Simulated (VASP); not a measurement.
Band structure of NbIr (space group P4/mmm). These are PBEsol GGA, VASP's PBE PAW potentials (set 64) (plane waves; VASP) values and carry that method's errors.

Unless said otherwise, spin-orbit coupling is left out, though it shifts the bands of the heavy elements here.

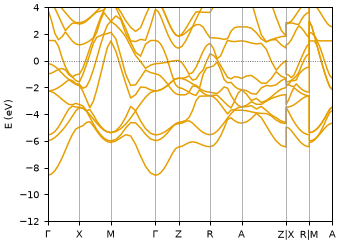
Figure. Bands along high-symmetry lines, zero at the valence-band maximum or, without a gap, the Fermi level

Question: Read the plot: is there a gap, and where are the band edges?

Answer: It has no gap at this level: it comes out as a metal or semimetal. (Edges off the drawn lines would not show.)

The structure comes from a computed database's NbIr entry (P4/mmm); how it stands against other phases isn't given here. It was relaxed first.
